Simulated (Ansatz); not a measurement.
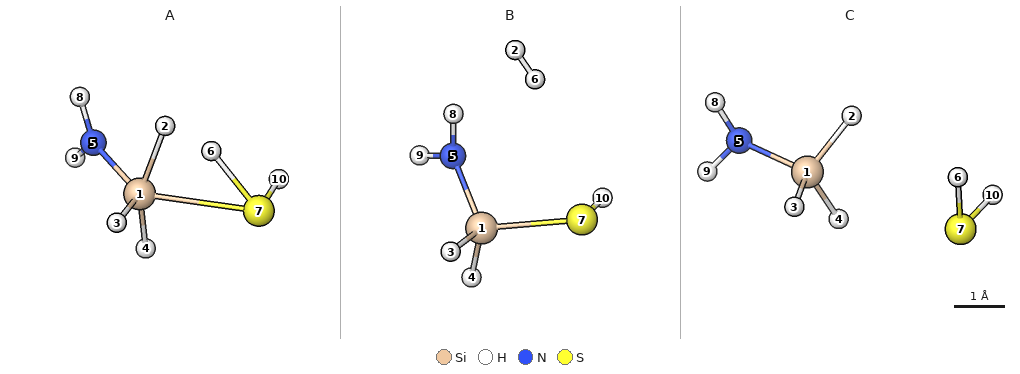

Three geometries of SiNH7S: a saddle point and the two minima that it joins, in shuffled order. The picture is a ball-and-stick view, seen at a tilt. Sticks join atoms that are closer than about 1.2 times the sum of their covalent radii (a little more with hydrogen).

Stationary points at PBE0-D4/def2-TZVP, single-point energies with CCSD(T)/CBS (def2-TZVPP where no basis is named; Ansatz 0.2.0). The energies are electronic, without zero-point or thermal terms, and both ends are the minima reached downhill from the saddle, with any fragments still in contact. CCSD(T)/CBS stands for a frozen-core estimate: MP2 correlation extrapolated from def2-TZVPP and def2-QZVPP, CCSD(T) minus MP2 from the smaller set.

Q: Identify the saddle point and describe the reaction.

A: Frame A is the saddle point. Counted by bonded pieces, C holds H₂S + SiH₅N and B holds H₂ + SiH₅SN. From C over the saddle to B, bonds form: Si1–S7 (3.62 → 2.52 → 2.14 Å), H2–H6 (3.16 → 1.07 → 0.75 Å). Bonds break: Si1–H2 (1.49 → 1.68 → 4.17 Å), H6–S7 (1.34 → 1.58 → 3.22 Å). The saddle has one imaginary mode, 1081i cm⁻¹. With CCSD(T)/CBS the barrier is 182.0 kJ/mol from C and 229.1 kJ/mol from B, and B lies 47.1 kJ/mol below C.
